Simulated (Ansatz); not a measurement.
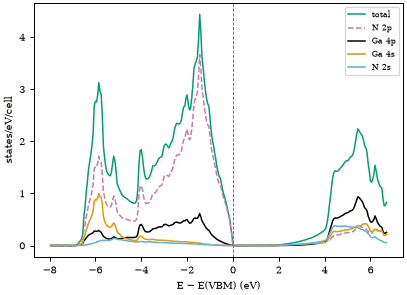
*Total and projected density of states of GaN (wurtzite, space group No. 186), PBE in the plane-wave PAW code Ansatz*

**Question.** Which orbitals carry the states next to the gap?

**Answer.** Top 1 eV of the valence band: N 2p 89 %, Ga 4p 8 %. Bottom 1 eV of the conduction band: N 2s 37 %, Ga 4s 36 %, N 2p 18 %, Ga 4p 8 %. Projections are on Löwdin-orthogonalised atomic valence shells; empty p or d shells of many metals are not among them.

**Question.** Where is the tallest occupied peak in this window, and what makes it?

**Answer.** Near -1.4 eV, about 4.4 states/eV per cell; the largest projected share is N 2p.

Space group P6_3mc (wurtzite). The cell was relaxed with PBE under the symmetry of its start. Spin–orbit coupling is left out wherever it is not named.

Potentials: the earlier of the program's two PAW sets.
